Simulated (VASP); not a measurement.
Band structure of Ir (fcc). All values below come from PBE GGA with spin-orbit coupling, VASP's PBE PAW potentials (set 64) (plane waves; VASP 6.6.1).

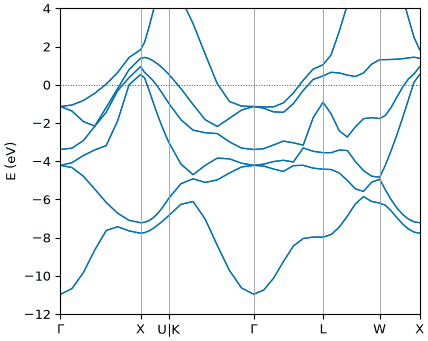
Figure. Bands along high-symmetry lines, zero at the valence-band maximum or, without a gap, the Fermi level

**Question.** Read the plot: is there a gap, and where are the band edges?

**Answer.** It has no gap at this level: it comes out as a metal or semimetal.

The compound is Ir in the fcc structure. It was relaxed first.
